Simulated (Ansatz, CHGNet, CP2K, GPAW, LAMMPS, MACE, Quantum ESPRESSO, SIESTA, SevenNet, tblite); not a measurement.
# Glassy 60SiO2-7Al2O3-17Li2O-17SrO (mol %) (89 atoms): one structure in several programs

Wanted: errors and costs of other methods on glassy 60SiO2-7Al2O3-17Li2O-17SrO (mol %) (89 atoms). A plane-wave run serves as the reference.

Program: Quantum ESPRESSO 7.5. Level of theory: Kohn-Sham DFT, PBE, SSSP efficiency 1.3.0 pseudopotentials, plane waves. Results are calculated unless marked as measured.

### 1. Starting point

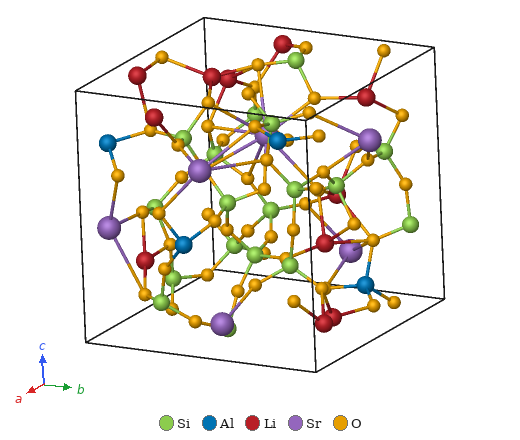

The starting structure, seen slightly off an axis (silicon green, aluminium blue, lithium red, strontium purple, oxygen orange). Some periodic images of atoms are drawn too.

The cell holds 89 atoms: 18 Si, 4 Al, 10 Li, 5 Sr and 52 O. Cell: a = 10.427 Å, b = 10.427 Å, c = 10.427 Å, α = 90.0°, β = 90.0°, γ = 90.0°. 89 atoms (18 Si, 4 Al, 10 Li, 5 Sr, 52 O) placed at random at 2.76 g/cm³, melted at 4000 K for 10 ps at fixed volume with the Morse and Coulomb pair potential with partial charges (Pedone, Malavasi, Menziani, Cormack and Segre, J. Phys. Chem. B 110, 11780 (2006)). Quenched from 4000 K to 300 K at 50 K/ps and fixed volume, held 10 ps at zero pressure.

### 2. The reference run

Input file pw.in:

```
&control
  calculation = 'scf'
  pseudo_dir = './pseudo'
  outdir = './tmp'
  disk_io = 'none'
  tprnfor = .true.
  tstress = .true.
/
&system
  ibrav = 0
  nat = 89
  ntyp = 5
  ecutwfc = 60
  ecutrho = 480
  nosym = .true.
  occupations = 'smearing'
  smearing = 'fd'
  degauss = 0.003675
/
&electrons
  conv_thr = 4.5e-07
  electron_maxstep = 100
  mixing_beta = 0.4
  mixing_mode = 'plain'
  diagonalization = 'david'
/
ATOMIC_SPECIES
Si 28.085 Si.upf
Al 26.982 Al.upf
Li 6.940 Li.upf
Sr 87.620 Sr.upf
O 15.999 O.upf
CELL_PARAMETERS angstrom
10.42707 0.00000 0.00000
0.00000 10.42707 0.00000
0.00000 0.00000 10.42707
ATOMIC_POSITIONS crystal
Si 0.38891 0.04161 0.08190
Si 0.29699 0.19417 0.56604
Si 0.69916 0.28982 0.75808
Si 0.73877 0.70078 0.87668
Si 0.46427 0.01945 0.38343
Si 0.86860 0.26227 0.15215
Si 0.67350 0.71874 0.29614
Si 0.50936 0.47323 0.26135
Si 0.67557 0.75408 0.60240
Si 0.24135 0.39617 0.35179
Si 0.14709 0.17754 0.15864
Si 0.11655 0.83143 0.60105
[... 73 atom lines left out ...]
O 0.64889 0.83882 0.21215
O 0.38139 0.09263 0.48792
O 0.21374 0.27614 0.24757
O 0.86733 0.97876 0.89778
K_POINTS gamma
```

Launch:

```sh
$ OMP_NUM_THREADS=1 mpirun -np 4 pw.x -in pw.in > output.txt
```

Numbers of over 12 decimals in the logs are rounded to 6 here.

The program printed:

```text
Program PWSCF
     gamma-point specific algorithms are used
     one sub-group per band group will be used
     scalapack distributed-memory algorithm (size of sub-group:  2*  2 procs)
     Parallelization info
     sticks:   dense  smooth     PW     G-vecs:    dense   smooth      PW
     Min        3707    1853    464               339460   120090   15056
     Max        3710    1856    466               339466   120096   15065
     Sum       14833    7417   1861              1357849   480369   60245
     bravais-lattice index     =            0
     lattice parameter (alat)  =      19.7043  a.u.
     unit-cell volume          =    7650.3881 (a.u.)^3
     number of atoms/cell      =           89
     number of atomic types    =            5
[... lines left out ...]
     number of k points=     1  Fermi-Dirac smearing, width (Ry)=  0.0037
[... lines left out ...]
     total energy              =   -3030.27585539 Ry
[... lines left out ...]
     total energy              =   -3034.91828477 Ry
[... lines left out ...]
     total energy              =   -3035.01275474 Ry
[... lines left out ...]
     c_bands:  1 eigenvalues not converged
[... lines left out ...]
     c_bands:  2 eigenvalues not converged
[... lines left out ...]
     total energy              =   -3035.05340653 Ry
[... lines left out ...]
     total energy              =   -3035.05340780 Ry
[... lines left out ...]
   -16.4228 -16.2449 -15.9486 -15.7360 -15.6363 -15.4421 -15.2951 -15.2110
[...]
11.2482  11.2880  11.3363  11.4007  11.4901  11.5699  11.5760  11.6327
    11.6765  11.7489  11.7708  11.8314  11.9392  11.9624  11.9965  12.0940
    12.1965  12.2203  12.2771  12.3124  12.4296  12.4449
     the Fermi energy is     6.5132 ev
!    total energy              =   -3035.05340802 Ry
     estimated scf accuracy    <       0.00000002 Ry
     smearing contrib. (-TS)   =      -0.00000000 Ry
     internal energy E=F+TS    =   -3035.05340802 Ry
     The total energy is F=E-TS. E is the sum of the following terms:
     one-electron contribution =   -1020.32947257 Ry
     hartree contribution      =     752.77696621 Ry
     xc contribution           =    -644.71850140 Ry
     ewald contribution        =   -1490.02442865 Ry
     one-center paw contrib.   =    -632.75797161 Ry
     convergence has been achieved in  12 iterations
     negative rho (up, down):  3.299E-01 0.000E+00
     Forces acting on atoms (cartesian axes, Ry/au):
     atom    1 type  1   force =    -0.04075430    0.03282913    0.18559579
     atom    2 type  1   force =    -0.01968506   -0.01751937   -0.00408256
     atom    3 type  1   force =     0.06928891    0.09442231   -0.04726404
[...]
atom   88 type  5   force =     0.03793394    0.08720447    0.04844193
     atom   89 type  5   force =    -0.04424912    0.05756667   -0.01492854
     Total force =     0.931870     Total SCF correction =     0.000347
     Computing stress (Cartesian axis) and pressure
     negative rho (up, down):  3.299E-01 0.000E+00
          total   stress  (Ry/bohr**3)                   (kbar)     P=       45.49
   0.00040430  -0.00003564  -0.00006608           59.47       -5.24       -9.72
  -0.00003564   0.00038350   0.00008824           -5.24       56.42       12.98
  -0.00006608   0.00008824   0.00013992           -9.72       12.98       20.58
     Message from routine punch:
     Nothing written, as per user request (disk_io='none')
```

Elapsed: 2.5 min, on 4 MPI ranks of Arm Neoverse V2, shared host; peak memory 3.6 GiB.

Banners, paths, timers and routine set-up lines are dropped from the logs unmarked, and long logs keep their key lines alone; longer cuts are marked.

Numbers from this run:

```
r.m.s. force component                           : 1.466 eV/Å
longest force                                    : 6.641 eV/Å
pressure                                         : 4.549 GPa
gap (highest filled to lowest empty level) : 2.469 eV
```

### 3. Structure statistics

g(r), total and by pair (bins of 0.2 Å):

```csv
r (Å),total,O-O,O-Si,O-Li,O-Sr,O-Al,Si-Si
1.50,1.22,0.00,5.15,0.00,0.00,0.00,0.00
1.70,2.34,0.00,8.15,0.00,0.00,8.04,0.00
1.90,0.50,0.00,0.00,2.55,0.00,3.12,0.00
2.10,0.45,0.00,0.00,3.42,0.00,0.00,0.00
2.30,0.26,0.00,0.09,1.14,0.93,0.00,0.00
2.50,1.06,2.26,0.00,0.69,1.92,0.00,0.00
2.70,1.45,3.33,0.07,0.25,1.43,0.00,0.00
2.90,0.68,0.92,0.06,0.53,2.08,0.00,0.94
3.10,1.15,1.05,0.35,0.91,1.61,0.24,4.36
3.30,1.04,0.86,0.88,0.86,1.30,0.59,1.31
3.50,0.81,0.71,0.81,0.35,0.43,1.25,0.22
3.70,1.00,0.88,1.45,1.00,0.26,1.25,0.21
3.90,1.15,0.85,1.80,1.50,0.57,1.84,0.36
4.10,1.06,0.58,1.75,1.25,1.33,1.15,0.00
4.30,1.15,0.69,1.35,1.54,1.30,2.21,1.98
4.50,0.94,0.64,1.02,1.32,1.28,1.08,1.37
4.70,0.88,1.10,0.61,0.71,1.57,0.68,1.52
4.90,1.06,1.38,0.87,1.04,1.45,0.54,0.70
5.10,1.13,1.45,0.72,0.90,1.27,0.75,1.18
```

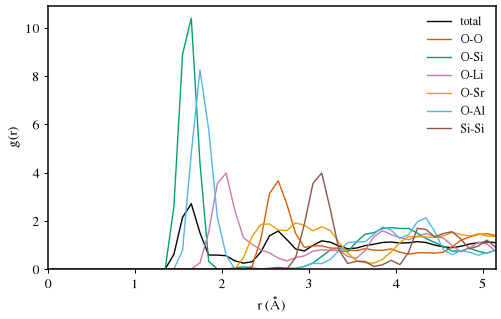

Pair distribution functions, lightly smoothed.

### 4. The ladder

The programs:
- CHGNet: machine-learned potential, published weights.
- CP2K 2026.2: Gaussian basis with GTH pseudopotentials and a plane-wave density; labels give functional, basis (MOLOPT sets; SR short-range, UZH the newer set with its own potentials), grid cutoff/relative cutoff and solver (OT: orbital transformation; TRS4, TC2, SIGN: linear-scaling purification with its sparsity filter), or its built-in tight binding.
- GPAW 26.7.0: PAW with atomic orbitals (LCAO), plane waves or a real-space grid of spacing h.
- MACE: machine-learned potential, published weights.
- Quantum ESPRESSO 7.5: plane waves; labels (QE) give functional, pseudopotential set and cutoffs of waves/density.
- SIESTA 5.4.2: numerical atomic orbitals, whose automatically made sets are far from complete, with PseudoDojo norm-conserving potentials that we converted to its format (checked against plane waves on the same files for H, C, O, Si, Ge and Ca alone); labels give functional, basis size, energy shift and mesh cutoff.
- SevenNet: machine-learned potential, published weights.
- tblite 0.8.0: extended tight binding, driven from Python.

All use the same cell and atoms; the electronic-structure runs use the same k-mesh, and an electronic temperature of 580 K (0.05 eV) where levels are smeared.

Differences are against the plane-wave reference, forces as r.m.s. over components; share is that over the reference's r.m.s. force, slope the least-squares factor from reference forces to these. Total energies of different programs have different zeros and aren't compared.

```csv
run,"Δ force, r.m.s. (meV/Å)",share (%),slope,Δ pressure (GPa),Δ gap (eV),cores,CPU time,memory (GiB)
reference,-,-,-,-,-,4,10 min,3.6
CHGNet r2SCAN potential,355,24.2,0.792,-3.96,-,1,2.6 s,1.3
"CP2K PBE, DZVP-MOLOPT-SR, 280/50 Ry, OT DIIS (coarse)",147,10.0,0.992,0.107,-0.167,2,6.6 min,0.87
"CP2K PBE, DZVP-MOLOPT-SR, 800/50 Ry, OT DIIS",107,7.33,0.987,-0.126,-0.157,2,8.3 min,2.3
"CP2K PBE, DZVP-MOLOPT-SR, 800/50 Ry, TRS4 filter 1e-07, SCF 1e-07",111,7.57,0.989,-0.115,-,2,3.7 min,2.3
"GPAW PBE, LCAO dzp, h 0.18 Å",338,23.1,1.163,-,-0.116,1,3.2 min,1.7
"GPAW PBE, LCAO dzp, h 0.22 Å (coarse)",362,24.7,1.161,-,-0.119,1,2.2 min,1.1
"GPAW PBE, LCAO szp(dzp), h 0.18 Å (coarse)",374,25.5,1.167,-,-0.212,1,2.5 min,1.6
MACE MP-0b2 small potential,123,8.36,0.956,0.267,-,1,5.1 s,0.68
"QE PBE, sg15-1.2, 80/320 Ry",49.0,3.34,0.991,-0.052,0.0071,4,8.3 min,2.3
"QE PBE, sssp-1.3.0-efficiency, 30/240 Ry (coarse)",50.0,3.41,1.016,-32.7,-0.0347,2,3.1 min,1.3
"SIESTA PBE, DZ, shift 0.01 Ry, mesh 500 Ry (coarse)",979,66.8,1.438,11.6,-0.565,2,2.1 min,1.4
"SIESTA PBE, DZP, shift 0.01 Ry, mesh 500 Ry",405,27.6,1.185,4.07,-0.240,2,5.6 min,2.3
"SIESTA PBE, SZP, shift 0.01 Ry, mesh 500 Ry (coarse)",677,46.2,1.338,7.85,-0.240,2,4.6 min,2.1
SevenNet l3i5 potential,62.1,4.23,0.982,0.0391,-,1,7.5 s,1.6
tblite GFN1-xTB,658,44.9,0.995,-15.6,-,1,5.4 s,0.14
```

Rows marked coarse were listed beforehand as settings not expected to be converged; some can still land near the reference.

Times of the machine-learned potentials are mostly Python's start and the loading of weights.

CPU time is summed over cores on a shared host, where runs went side by side, so it is rough. Symmetry, cutoffs, thresholds, outputs and thread counts weren't matched or tuned between programs; memory under MPI is the largest rank's times the ranks.

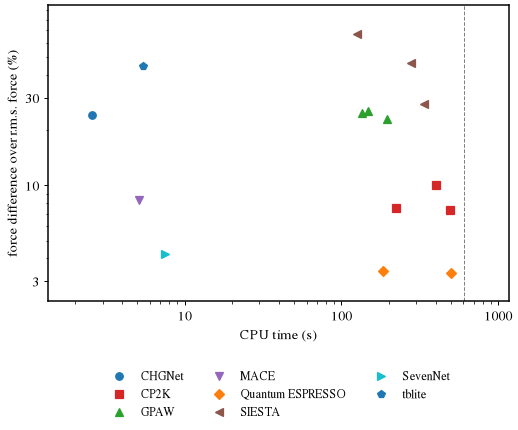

Force difference against CPU time; the dashed line marks the reference's time.

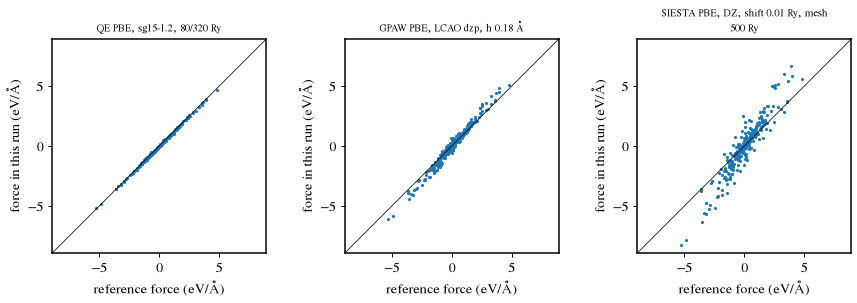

Force components against those of the reference; the line marks equality.

Mean charges by element (e), by run and scheme:

```csv
run,scheme,Si,Al,Li,Sr,O
"CP2K PBE, DZVP-MOLOPT-SR, 800/50 Ry, OT DIIS",Mulliken,+0.76,+1.12,+0.69,+1.26,-0.60
"CP2K PBE, DZVP-MOLOPT-SR, 800/50 Ry, OT DIIS",Hirshfeld,+0.51,+0.50,+0.23,+0.59,-0.32
"CP2K PBE, DZVP-MOLOPT-SR, 800/50 Ry, TRS4 filter 1e-07, SCF 1e-07",Mulliken,+0.76,+1.12,+0.69,+1.26,-0.60
"SIESTA PBE, DZP, shift 0.01 Ry, mesh 500 Ry",Hirshfeld,+0.42,+0.39,+0.12,+0.58,-0.25
tblite GFN1-xTB,Mulliken,+0.88,+0.99,+0.85,+1.32,-0.67
```

Within one program, basis, potentials and functional, energies share a zero. Each run against its twin at the usual cutoff or grid and solver:

```csv
run,twin,Δ energy (meV/atom),"Δ force, r.m.s. (meV/Å)",CPU time over the twin's
"CP2K PBE, DZVP-MOLOPT-SR, 280/50 Ry, OT DIIS","DZVP-MOLOPT-SR, 800/50 Ry, OT DIIS",-5.07,109,0.81
"CP2K PBE, DZVP-MOLOPT-SR, 800/50 Ry, TRS4 filter 1e-07, SCF 1e-07","DZVP-MOLOPT-SR, 800/50 Ry, OT DIIS",0.0099,11.4,0.45
"GPAW PBE, LCAO dzp, h 0.22 Å","LCAO dzp, h 0.18 Å",111,128,0.69
"QE PBE, sssp-1.3.0-efficiency, 30/240 Ry","sssp-1.3.0-efficiency, 60/480 Ry",503,50.0,0.30 (this twin ran on 4 cores)
```

### 5. What came out

```
reference r.m.s. force component                       : 1.47 eV/Å
nearest in forces                                      : QE PBE, sg15-1.2, 80/320 Ry, 3.3 %
farthest in forces                                     : SIESTA PBE, DZ, shift 0.01 Ry, mesh 500 Ry (coarse), 67 %
cheapest electronic-structure run beside the reference : tblite GFN1-xTB, 5.4 s of CPU time
```

**Reading.** PBE on plane waves or a grid with other potentials, cutoffs or grids, coarse settings apart, differs from the reference by 3.3 % (QE PBE, sg15-1.2, 80/320 Ry) of the r.m.s. force; this holds the reference's own error, so differences of a few per cent don't tell which side is nearer the exact PBE result. The PBE runs in local orbitals, coarse settings apart, differ by 7.3 % (CP2K PBE, DZVP-MOLOPT-SR, 800/50 Ry, OT DIIS) to 28 % (SIESTA PBE, DZP, shift 0.01 Ry, mesh 500 Ry); basis, grid and potentials can all enter. Tight binding differs by 45 % (tblite GFN1-xTB); it is another model, with fitted parameters of its own, and the xTB methods hold dispersion. Machine-learned potentials differ by 4.2 % (SevenNet l3i5 potential) to 24 % (CHGNet r2SCAN potential); they were trained on other programs' data, some at another functional. Runs with settings chosen to be coarse differ by 3.4 % (QE PBE, sssp-1.3.0-efficiency, 30/240 Ry) to 67 % (SIESTA PBE, DZ, shift 0.01 Ry, mesh 500 Ry), their programs' other errors included. Of the electronic-structure runs that take under half the reference's CPU time, QE PBE, sssp-1.3.0-efficiency, 30/240 Ry comes nearest, at 3.4 % in 3.1 min against 10 min; its pressure misses by -32.7 GPa. SIESTA PBE, SZP, shift 0.01 Ry, mesh 500 Ry stiffens the forces by a factor of 1.34 while following their directions (correlation 0.973); the slopes of the 3 SIESTA runs lie between 1.18 and 1.44. At the same functional, gaps differ from the reference's 2.47 eV by between -0.57 and +0.01 eV. In pressure, QE PBE, sssp-1.3.0-efficiency, 30/240 Ry misses by -32.7 GPa, at the same functional; a cutoff this low leaves a large Pulay stress. Charges hang on model, scheme and program or settings: among these rows the mean for Sr runs from +0.58 to +1.32 e. In the reference: filled and empty levels are parted by 2.47 eV (on the run's k-points); a semilocal functional tends to put such gaps too low. In a disordered cell it changes from sample to sample, and tail or defect levels can set it. Periodic xTB results under one method name differ between programs and library versions. The potentials hold different valence shells: 476 electrons in the reference, 456 in GPAW and 508 in Quantum ESPRESSO with SG15; this bears on time and differences. The reference's pressure holds the uncorrected Pulay stress of its 60 Ry basis, so small pressure differences, and their order, may be the reference's own error. Machine-learned potentials mimic data converged in k, so the reference's own k-point error enters their differences. The quench rate of 50 K/ps is many orders above laboratory rates, so the cell is likely richer in defects and strain than a real sample. The network of bonds at the start is that of the classical potential that made the cell, and needn't be the one that DFT or experiment would give. The reference's stress is far from hydrostatic: its diagonal is 5.9, 5.6, 2.1 GPa, compression counted positive. The electronic-structure runs sample only Γ, in a cell whose shortest periodic width is 10 Å.

[Also dropped from logs without a mark: logging warnings of Python, and SIESTA's first energy breakdown and zero terms.]

[Logs are printed without paths, hosts, clocks, repeated set-up lines and the standing remarks that a program may print on its own settings, such as how far it seeks lower states.]

[Hosts, paths, dates, database ids (printed as entryN), source tags and the programs' standing remarks are cut or masked in the printed files.]
